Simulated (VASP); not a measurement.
Band structure of PbO. Method: PBE GGA, VASP's PBE PAW potentials (set 64) (plane waves; VASP 6.6.1).

The cell holds a wide vacuum, so values per volume refer to the whole cell. Unless said otherwise, spin-orbit coupling is left out, though it shifts the bands of the heavy elements here.

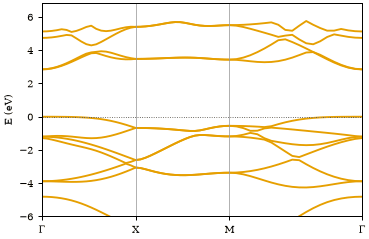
Figure: Bands along high-symmetry lines, zero at the valence-band maximum or, without a gap, the Fermi level

Read the plot: is there a gap, and where are the band edges?

The gap is direct, 2.85 eV, from the valence maximum at Γ to the conduction minimum at Γ.

The cell is a sheet with vacuum, built from a generated structure.
